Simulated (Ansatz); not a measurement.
**NH2Br (triplet): correlated methods under varied settings at distance Br1–H2 along a hydrogen transfer = 1.804 Å**

What do other methods and options give for NH2Br (triplet) at this geometry, and how long do they take?

The runs use Ansatz 0.2.0, Gaussian basis; the settings change from run to run.

7 further runs of the same task are left out: 7 that didn't finish.

## 1. What is computed

The geometry derives from fragments relaxed apart (PBE0/def2-TZVP) and kept rigid, so it is no stationary point. A hydrogen atom is moved between rigid fragments. No spin-orbit coupling is included. The filled d shell of Br may be among the frozen orbitals whatever the setting's name suggests; the logs give the count.

4 atoms, charge 0, spin multiplicity 3.

Atoms are counted from 1 here; the program's logs count them from 0.

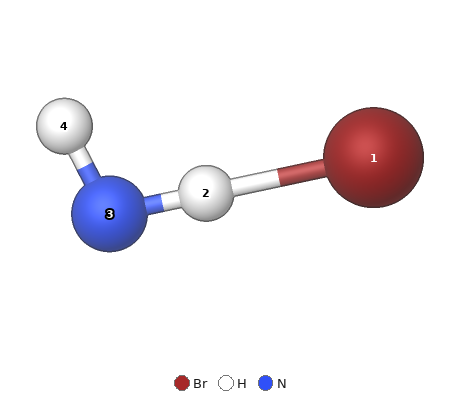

The structure; bromine red, hydrogen white, nitrogen blue; atoms are numbered from 1 in the order of the file.

## 2. CCSD on ROHF/def2-SVP

in.yaml

```yaml
crystal:
  periodic: [false, false, false]
  atoms:
    - {symbol: Br, position_ang: [-1.940270, 0.251057, 0.000000]}
    - {symbol: H, position_ang: [-0.136270, 0.251057, 0.000000]}
    - {symbol: N, position_ang: [0.903730, 0.251057, 0.000000]}
    - {symbol: H, position_ang: [1.172811, -0.753170, 0.000000]}
basis:
  gaussian: {orbitals: def2-SVP}
magnetization: {spin_polarized: false, initial_magnetization: 2}
correlation: {method: ccsd, electrons: outside_noble_gas}
```

Started as:

```sh
ansatz run in.yaml --threads 1 --pin off --events-out ev --progress --plain --max-ram 2393MiB
```

Standard output, shortened:

```text
Functional definition: HF
  name "HF"
  cite "Fock, Z. Phys. 61, 126 (1930) doi:10.1007/BF01340294"
  parent pbe
[...]
555 factors; integrals over basis functions are off by at most 1.4e-3 eV
[...]
mean field -71499.61751400 eV, -2627.5624794581 hartree, gradient 2.1e-6 eV, S^2 2.000000; 16 other end points of the search recorded, 0 dependent functions left out
[...]
determinant -71499.61751400 eV, -2627.5624794581 hartree, with singles and doubles -71507.67900652 eV, -2627.8587338440 hartree
determinant -71499.18995783 eV, -2627.5467670587 hartree, with singles and doubles -71507.05878051 eV, -2627.8359409584 hartree
determinant -71499.16281613 eV, -2627.5457696195 hartree, with singles and doubles -71507.01955300 eV, -2627.8344993742 hartree
determinant -71497.40085199 eV, -2627.4810186317 hartree, with singles and doubles -71505.32693370 eV, -2627.7722967620 hartree
determinant -71497.38272303 eV, -2627.4803524048 hartree, with singles and doubles -71505.24953886 eV, -2627.7694525541 hartree
15 core orbitals not correlated: weight in the atoms' cores, before any rotation towards them, 1.000 or more for the frozen orbitals, at most 0.000 for the correlated occupied ones
reference -71499.61751400 eV, -2627.5624794581 hartree; 8, 6 occupied and 33, 35 virtual orbitals, 555 factors
second order -7.01047841 eV of doubles, -0.16674986 eV of singles
cycle   1  -8.06154054 eV  change   -4.8e-5 eV  update   2.9e-3
[...]
cycle  12  -8.06414540 eV  change    9.0e-6 eV  update   6.2e-6
Total energy: -71507.68165940 eV, -2627.8588313354 hartree
```

It took 11 s on 1 thread of Arm Neoverse V2, shared host.

From the report: correlation -8.0641 eV; T1 0.031; largest double amplitude 0.04.

## 3. BCCD(T)/6-31G

Changes to in.yaml since step 2:

```diff
@@ -8,4 +8,6 @@
 basis:
-  gaussian: {orbitals: def2-SVP}
+  gaussian: {orbitals: 6-31G}
 magnetization: {spin_polarized: false, initial_magnetization: 2}
-correlation: {method: ccsd, electrons: outside_noble_gas}
+hamiltonian: {xc: {name: B3LYP}}
+correlation: {method: bccd_t, electrons: valence}
+accuracy: high
```

Same command.

Standard output, shortened:

```text
Functional definition: B3LYP
  name "B3LYP"
  cite "Stephens, Devlin, Chabalowski & Frisch, J. Phys. Chem. 98, 11623 (1994) doi:10.1021/j100096a001"
  cite "Becke, Phys. Rev. A 38, 3098 (1988) doi:10.1103/PhysRevA.38.3098"
  cite "Lee, Yang & Parr, Phys. Rev. B 37, 785 (1988) doi:10.1103/PhysRevB.37.785"
  cite "Vosko, Wilk & Nusair, Can. J. Phys. 58, 1200 (1980) doi:10.1139/p80-159"
[...]
721 factors; integrals over basis functions are off by at most 4.8e-9 eV
[...]
mean field -71555.79966603 eV, -2629.6271354637 hartree, gradient 2.9e-8 eV, S^2 2.000000; 5 other end points of the search recorded, 0 dependent functions left out
[...]
10 core orbitals not correlated: weight in the atoms' cores, before any rotation towards them, 1.000 or more for the frozen orbitals, at most 0.000 for the correlated occupied ones
reference -71498.41985972 eV, -2627.5184664751 hartree; 13, 11 occupied and 19, 21 virtual orbitals, 721 factors
second order -7.36783049 eV of doubles, -0.37768437 eV of singles
cycle   1  -7.66415571 eV  change    8.5e-2 eV  update   5.6e-2
[...]
cycle  32  -7.88061594 eV  change  -2.0e-10 eV  update   2.5e-9
perturbative correction -0.08441901 eV, -0.0031023412 hartree
Total energy: -71506.38489466 eV, -2627.8111761104 hartree
```

Run time: 11 s. Hardware: 1 thread of Arm Neoverse V2, shared host.

From the report: correlation -7.9650 eV; largest double amplitude 0.04.

## 4. NEVPT2(2,10)/cc-pVDZ

Changes to in.yaml since step 3:

```diff
@@ -8,6 +8,5 @@
 basis:
-  gaussian: {orbitals: 6-31G}
+  gaussian: {orbitals: cc-pVDZ}
 magnetization: {spin_polarized: false, initial_magnetization: 2}
-hamiltonian: {xc: {name: B3LYP}}
-correlation: {method: bccd_t, electrons: valence}
-accuracy: high
+correlation: {method: sc_nevpt2, electrons: outside_noble_gas, active_space: {window: {electrons: 2, orbitals: 10}}}
+output: {forces: true}
```

Same command.

Standard output, shortened:

```text
Functional definition: HF
  name "HF"
  cite "Fock, Z. Phys. 61, 126 (1930) doi:10.1007/BF01340294"
  parent pbe
[...]
541 factors; integrals over basis functions are off by at most 1.5e-3 eV
[...]
mean field -71508.77882130 eV, -2627.8991512915 hartree, gradient 1.2e-6 eV, S^2 2.000000; 12 other end points of the search recorded, 0 dependent functions left out
reference -71508.77882130 eV, -2627.8991512915 hartree; 23, 21 occupied and 28, 30 virtual orbitals, 541 factors
state -71508.82829287 eV, -2627.9009693382 hartree
state -71508.82829287 eV, -2627.9009693382 hartree; corrected -71515.46444643 eV, -2628.1448434833 hartree
WARN: 4 active orbitals are nearly empty or full. The corrections depend on them more than the energy does, and are more stable in an active space without them
[...]
Total energy: -71515.46444643 eV, -2628.1448434833 hartree
Atom 0 at    -1.940270     0.251057     0.000000 Å, force    -1.307267    -0.149434     0.000000 eV/Å
Atom 1 at    -0.136270     0.251057     0.000000 Å, force     0.185621     0.115510    -0.000000 eV/Å
Atom 2 at     0.903730     0.251057     0.000000 Å, force     1.491748    -0.214349     0.000000 eV/Å
Atom 3 at     1.172811    -0.753170     0.000000 Å, force    -0.370102     0.248273     0.000000 eV/Å
Dipole moment:    -0.005216    -0.302686     0.000000 e Å
```

Wall time 35 s (1 thread of Arm Neoverse V2, shared host).

From the report: 50 determinants; active occupations 1.00, 1.00, 0.00, 0.00, 0.00, 0.00, 0.00, 0.00, 0.00, 0.00. The report marks this result as in doubt.

## 5. CCSDT on UHF/6-31G

in.yaml

```yaml
crystal:
  periodic: [false, false, false]
  atoms:
    - {symbol: Br, position_ang: [-1.940270, 0.251057, 0.000000]}
    - {symbol: H, position_ang: [-0.136270, 0.251057, 0.000000]}
    - {symbol: N, position_ang: [0.903730, 0.251057, 0.000000]}
    - {symbol: H, position_ang: [1.172811, -0.753170, 0.000000]}
basis:
  gaussian: {orbitals: 6-31G}
magnetization: {spin_polarized: true, initial_magnetization: 2}
correlation: {method: ccsdt, electrons: outside_noble_gas, diis_vectors: 4}
output: {forces: true}
```

Same command.

Standard output, shortened:

```text
Functional definition: HF
  name "HF"
  cite "Fock, Z. Phys. 61, 126 (1930) doi:10.1007/BF01340294"
  parent pbe
[...]
718 factors; integrals over basis functions are off by at most 1.2e-7 eV
[...]
mean field -71499.18884531 eV, -2627.5467261745 hartree, gradient 1.2e-6 eV, S^2 2.029123; 15 other end points of the search recorded, 0 dependent functions left out
determinant -71499.18884531 eV, -2627.5467261745 hartree, with singles and doubles -71502.97143523 eV, -2627.6857337900 hartree
determinant -71498.60931549 eV, -2627.5254288464 hartree, with singles and doubles -71502.25557678 eV, -2627.6594264773 hartree
determinant -71498.57925455 eV, -2627.5243241269 hartree, with singles and doubles -71502.20916876 eV, -2627.6577210137 hartree
determinant -71497.02507756 eV, -2627.4672091761 hartree, with singles and doubles -71500.73175054 eV, -2627.6034268958 hartree
[...]
15 core orbitals not correlated: weight in the atoms' cores, before any rotation towards them, 1.000 or more for the frozen orbitals, at most 0.000 for the correlated occupied ones
reference -71499.18884531 eV, -2627.5467261745 hartree; 8, 6 occupied and 19, 21 virtual orbitals, 718 factors
second order -3.21615205 eV of doubles, -0.00000000 eV of singles
cycle   1  -3.57920965 eV  change   -3.6e-1 eV  update   5.7e-2
[...]
cycle  41  -3.86819987 eV  change    1.6e-7 eV  update   3.4e-7
[...]
Total energy: -71503.05704518 eV, -2627.6888798976 hartree
Atom 0 at    -1.940270     0.251057     0.000000 Å, force    -1.495210    -0.104462     0.000000 eV/Å
Atom 1 at    -0.136270     0.251057     0.000000 Å, force    -0.562889     0.501199    -0.000000 eV/Å
Atom 2 at     0.903730     0.251057     0.000000 Å, force     1.761337    -0.122245     0.000000 eV/Å
Atom 3 at     1.172811    -0.753170     0.000000 Å, force     0.296762    -0.274491    -0.000000 eV/Å
Dipole moment:     0.113187    -0.372650    -0.000000 e Å
```

It took 65 s on 1 thread of Arm Neoverse V2, shared host; peak memory 0.65 GiB.

From the report: ⟨S²⟩ of the determinant 2.029 (pure triplet: 2.00); correlation -3.8682 eV; T1 0.024; largest double amplitude 0.05.

## 6. The runs in one table

Where basis and cores are those of an earlier UCCSDT(Q)/cc-pVDZ run (-71516.8932 eV), and the state is the same kind, the miss against it is given. † marks a result that the program doubts.

```csv
level,correlated,functions,energy (eV),from UCCSDT(Q) (meV),time
CCSD on ROHF/def2-SVP,outside noble gas,56,-71507.6817,,11 s
BCCD(T)/6-31G (on B3LYP orbitals),valence,42,-71506.3849,,11 s
"NEVPT2(2,10)/cc-pVDZ †",outside noble gas,51,-71515.4644,1428.8,35 s
CCSDT on UHF/6-31G,outside noble gas,42,-71503.0570,,65 s
```

## 7. Outcome

```
quantity                        value
    runs                            4
quickest  CCSD on ROHF/def2-SVP, 11 s
 slowest     CCSDT on UHF/6-31G, 65 s
```

Total energies in different bases, with other cores or another treatment of relativity can't be set against each other. CCSDT on UHF/6-31G took 6 times as long as CCSD on ROHF/def2-SVP; the jobs differ in more than the method.
